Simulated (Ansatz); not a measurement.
# Calculations on CH₅BO

Part 1: Relaxation

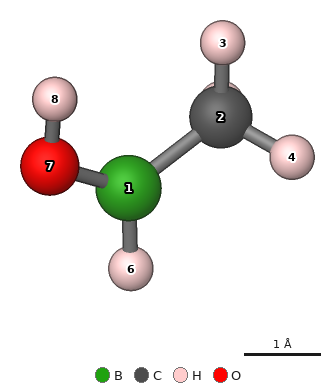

Starting structure of CH₅BO. The picture is a ball-and-stick view, seen at a tilt.

The run prepares an end point of a later path (reaction) calculation, from a guessed geometry.

Computed with Ansatz, RKS PBE0-D4/def2-SVP.

Input
```yaml
crystal:
  periodic: [false, false, false]
  atoms:
    - { symbol: B, position_ang: [0.401436, -0.052292, -0.053358] }
    - { symbol: C, position_ang: [0.710331, -0.06212, 1.490986] }
    - { symbol: H, position_ang: [-0.122329, -0.342571, 2.157231] }
    - { symbol: H, position_ang: [1.558918, -0.737909, 1.686584] }
    - { symbol: H, position_ang: [1.060908, 0.943384, 1.780347] }
    - { symbol: H, position_ang: [1.334333, 0.215795, -0.742134] }
    - { symbol: O, position_ang: [-0.787882, -0.302573, -0.635137] }
    - { symbol: H, position_ang: [-1.478615, -0.508413, 0.004282] }
basis:
  gaussian: { orbitals: def2-SVP }
hamiltonian:
  xc: pbe0
  dispersion: d4
relax:
  f_tol: 0.03
  max_steps: 50
```

Command:
```bash
ansatz run input.yaml --threads 1 --pin off --max-ram 2048MiB --backend cpu --events-out ev --progress --plain --runs-dir out
```

Predict the outcome.

After 3 accepted moves (4 points after the start) the energy has fallen by 0.038 eV. The largest force component goes from 0.72 to 0.012 eV/Å. The line search rejected the trial step at point 3 of the run. The largest move after the best rigid fit is that of H6, 0.10 Å. Largest moves by element: H 0.10 Å, B 0.03 Å, O 0.03 Å, C 0.01 Å. Near-neighbour distances that change, for instance: B1–H6 1.190 → 1.214 Å, B1–O7 1.347 → 1.352 Å, B1–C2 1.575 → 1.571 Å. Bond angles that change, for instance: C2–B1–H6 114.5° → 121.2°, H6–B1–O7 118.9° → 114.8°, C2–B1–O7 126.5° → 124.0°. The run took 8.2 s on 1 thread of Arm Neoverse V2, on a shared host, peak memory 0.13 GiB.

The structure at the end:

```xyz
8

B     0.4331   -0.0409   -0.0520
C     0.7063   -0.0599    1.4948
H    -0.1561   -0.3386    2.1222
H     1.5371   -0.7505    1.7189
H     1.0589    0.9359    1.8154
H     1.3141    0.2249   -0.8437
O    -0.7693   -0.3052   -0.6101
H    -1.4471   -0.5125    0.0432
```

The end point in the same view:

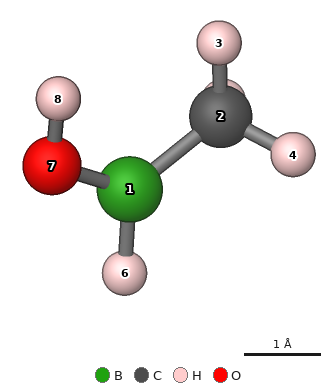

Part 2: Relaxation

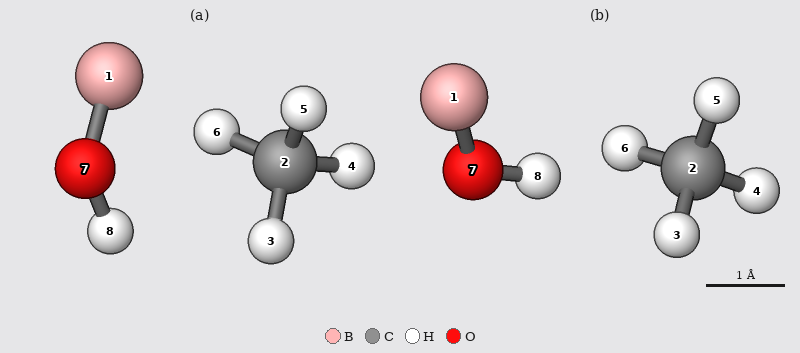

The structure of CH5BO before (left) and after (right) a relaxation, at one scale.

The picture is a ball-and-stick view, seen from a free direction.

The run prepares an end point of a later path (reaction) calculation, from a guessed geometry.

Theory: RKS PBE0-D4/def2-SVP (Ansatz 0.2.0). (no spin polarisation; force threshold 0.03 eV/Å; at most 50 steps)

> Describe what moved and what it gained.

B1 moves most after the best rigid fit: 1.24 Å. Largest moves by element: B 1.24 Å, H 0.87 Å, O 0.34 Å, C 0.14 Å. Among the contacts that change: B1–O7 1.299 → 1.292 Å, O7–H8 0.964 → 0.971 Å. Over 20 accepted moves (26 points after the start) the energy falls by 5.41 kcal/mol. Largest force component: 0.45 eV/Å at the start, 0.01 eV/Å at the end. The line search rejected the trial steps at points 3, 7, 13, 14, 16, 23 of the run. The forces were under the threshold at step 12, but the run went on from there. Cost: 38 s on 1 thread of Arm Neoverse V2 (shared host), peak memory 0.13 GiB.

Limits of the set-up: the start holds two separate molecules, 2.2 Å apart at their closest, whose relative position is a soft coordinate.

Part 3: Path

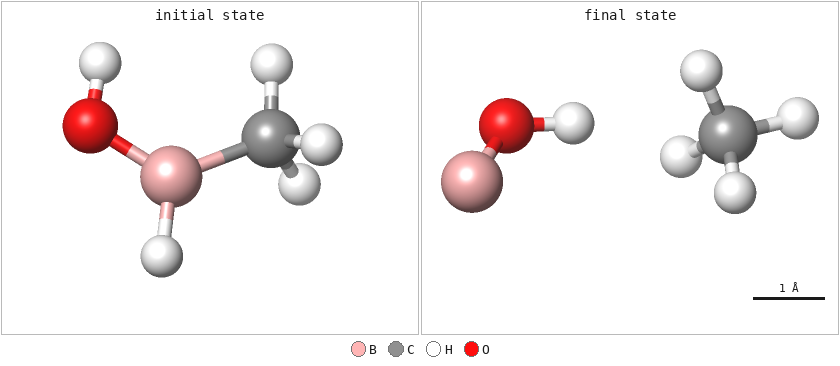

The two relaxed end points of a path for CH₅BO. The picture is a ball-and-stick view, seen at a tilt.

Level of theory: Ansatz, RKS PBE0-D4/def2-SVP.

Run with 5 movable images; climbing image; force threshold 0.05 eV/Å; iteration limit 60.

Start:
```xyz
8

B     0.4331   -0.0409   -0.0520
C     0.7062   -0.0599    1.4949
H    -0.1562   -0.3386    2.1221
H     1.5370   -0.7505    1.7190
H     1.0589    0.9359    1.8155
H     1.3143    0.2248   -0.8436
O    -0.7692   -0.3051   -0.6102
H    -1.4470   -0.5125    0.0430
```

End:
```xyz
8

B    -1.5408    0.8618   -1.1752
C     1.1372   -0.2126    1.5252
H     0.1649   -0.6498    1.7977
H     1.8811   -0.5651    2.2510
H     1.0778    0.8827    1.5612
H     1.4590   -0.5376    0.5242
O    -1.0911   -0.2689   -0.7414
H    -0.4110   -0.3570   -0.0540
```

Q: Predict the minimum-energy path and its barrier.

A: The energy climbs by 425.7 kJ/mol to image 2 and then falls by 165.8 kJ/mol, so the end point sits at +259.9 kJ/mol. Breaking: B1–C2 (1.57 → 2.09 at the top → 3.95 Å), B1–H6 (1.21 → 1.25 at the top → 3.72 Å). Forming: C2–H6 (2.43 → 1.51 at the top → 1.10 Å). The band is converged. At the top, the vibrational analysis gives one imaginary mode (1422i cm⁻¹), as a transition state must have.

Energies of the converged images:

```
image  path (Å)  E (kJ/mol)
    0      0.00         0.0
    1      3.37         2.7
    2      6.75       425.7
    3      8.31       262.6
    4      9.87       260.5
    5     11.43       260.7
    6     12.99       259.9
```

The geometry at the top of the path:

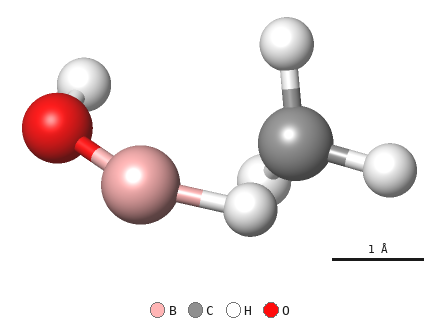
